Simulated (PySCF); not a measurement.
# What a change does: NMR shielding calculation on N2O

System: N2O, SMILES N#[N+][O-].
Method of run 1: GIAO PBE0/pcSseg-1 NMR shielding, non-relativistic, IEF-PCM chloroform (PySCF 2.14.0).

The geometry comes from this level: PBE0-D3(BJ)/def2-SVP. Text and figures count atoms from 1; the logs count them from 0 in places.

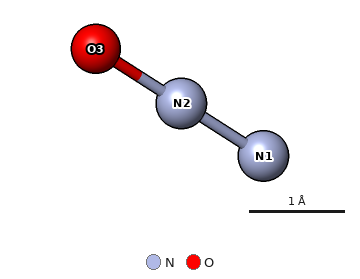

**Figure 1.** The input geometry (ball-and-stick view, seen at an oblique angle; atoms are numbered from 1 in the order of the input). Bond lengths as drawn: N–N 1.13 Å and N–O 1.17 Å.

**The input, run 1**
```
{"job": {"kind": "nmr", "xc": "PBE0", "basis": "pcSseg-1", "solvent": "chloroform", "pop": false}, "charge": 0, "multiplicity": 1}
N     -0.770380     0.390387     0.065618
N      0.355170     0.418166     0.053975
O      1.527726     0.446938     0.041874
```

The first line tells a small driver script what to run in PySCF; the rest is the geometry in Å.

Command:
```bash
OMP_NUM_THREADS=1 python <driver script> task.json out
```

Hardware: 1 CPU thread, shared host.

**Output (run 1)**
```
coarse grid: 3216 points
cycle   1  E = -184.3346119721  dE =  7.238e-01  |g| = 7.245e-01  |ddm| = 1.880e+00
cycle   2  E = -184.1011996981  dE =  2.334e-01  |g| = 1.388e+00  |ddm| = 1.069e+00
cycle   3  E = -184.4158808981  dE = -3.147e-01  |g| = 2.497e-01  |ddm| = 7.467e-01
cycle   4  E = -184.4268579740  dE = -1.098e-02  |g| = 8.841e-02  |ddm| = 1.781e-01
cycle   5  E = -184.4283645549  dE = -1.507e-03  |g| = 5.116e-03  |ddm| = 4.822e-02
cycle   6  E = -184.4283682992  dE = -3.744e-06  |g| = 1.565e-03  |ddm| = 3.648e-03
final grid: 33192 points
cycle   7  E = -184.4518951891  dE =  2.398e-05  |g| = 1.383e-02  |ddm| = 1.382e-02
cycle   8  E = -184.4516912883  dE =  2.039e-04  |g| = 3.518e-02  |ddm| = 2.712e-02
cycle   9  E = -184.4519297330  dE = -2.384e-04  |g| = 2.950e-03  |ddm| = 2.024e-02
cycle  10  E = -184.4519313107  dE = -1.578e-06  |g| = 2.076e-04  |ddm| = 1.335e-03
cycle  11  E = -184.4519313177  dE = -7.061e-09  |g| = 3.890e-05  |ddm| = 1.369e-04
cycle  12  E = -184.4519313181  dE = -3.353e-10  |g| = 6.734e-06  |ddm| = 3.008e-05
converged SCF energy = -184.4519313181

GIAO shielding tensors (ppm)
atom      isotropic    diamagn.    paramagn.     s11        s22        s33       span
  0 N       89.910     322.474    -232.564    -37.017    -37.017    343.763    380.781
  1 N        0.948     316.545    -315.597   -174.585   -174.585    352.015    526.600
  2 O      176.949     403.684    -226.735     56.983     56.984    416.880    359.897
```

Run 2 used a changed input.

**The two runs side by side**

| quantity | run 1 | run 2 |
| --- | --- | --- |
| outcome | converged | converged |
| total energy (hartree) | −184.451931 | −184.452809 |
| HOMO (eV) | −9.70 | −9.66 |
| LUMO (eV) | −0.13 | −0.09 |
| dipole moment (D) | 0.06 | 0.06 |
| shielding of N1 (ppm) | 89.9 | 90.4 |
| shielding of N2 (ppm) | 0.9 | 0.9 |
| shielding of O3 (ppm) | 176.9 | 177.3 |
| SCF iterations | 12 | 12 |
| basis functions | 51 | 51 |
| wall time (shared host) | 0.82 s | 0.82 s |

Which change of the input explains these differences?

The change (lines with − go, lines with + come):
```diff
-"solvent": "chloroform"
+"solvent": "dimethylsulfoxide"
```

The total energy of run 2 is 0.6 kcal/mol lower: the change of the electrostatic solvation energy at this fixed geometry, without cavity or dispersion terms. Of all shieldings, the largest change is that of N1, by +0.5 ppm. The number of SCF iterations is the same.

**Output (run 2)**
```
coarse grid: 3216 points
cycle   1  E = -184.3372587274  dE =  7.212e-01  |g| = 7.179e-01  |ddm| = 1.880e+00
cycle   2  E = -184.1184821010  dE =  2.188e-01  |g| = 1.354e+00  |ddm| = 1.038e+00
cycle   3  E = -184.4196552225  dE = -3.012e-01  |g| = 2.198e-01  |ddm| = 7.181e-01
cycle   4  E = -184.4277562287  dE = -8.101e-03  |g| = 8.764e-02  |ddm| = 1.619e-01
cycle   5  E = -184.4292403654  dE = -1.484e-03  |g| = 5.238e-03  |ddm| = 4.876e-02
cycle   6  E = -184.4292446810  dE = -4.316e-06  |g| = 1.390e-03  |ddm| = 3.859e-03
final grid: 33192 points
cycle   7  E = -184.4527768008  dE =  2.012e-05  |g| = 1.304e-02  |ddm| = 1.349e-02
cycle   8  E = -184.4526137089  dE =  1.631e-04  |g| = 3.186e-02  |ddm| = 2.491e-02
cycle   9  E = -184.4528073017  dE = -1.936e-04  |g| = 2.755e-03  |ddm| = 1.840e-02
cycle  10  E = -184.4528086794  dE = -1.378e-06  |g| = 1.977e-04  |ddm| = 1.249e-03
cycle  11  E = -184.4528086859  dE = -6.518e-09  |g| = 3.308e-05  |ddm| = 1.307e-04
cycle  12  E = -184.4528086862  dE = -2.395e-10  |g| = 6.466e-06  |ddm| = 2.566e-05
converged SCF energy = -184.4528086862

GIAO shielding tensors (ppm)
atom      isotropic    diamagn.    paramagn.     s11        s22        s33       span
  0 N       90.436     322.817    -232.382    -36.227    -36.227    343.761    379.989
  1 N        0.896     316.305    -315.409   -174.620   -174.620    351.928    526.548
  2 O      177.302     403.904    -226.602     57.510     57.511    416.886    359.376
```
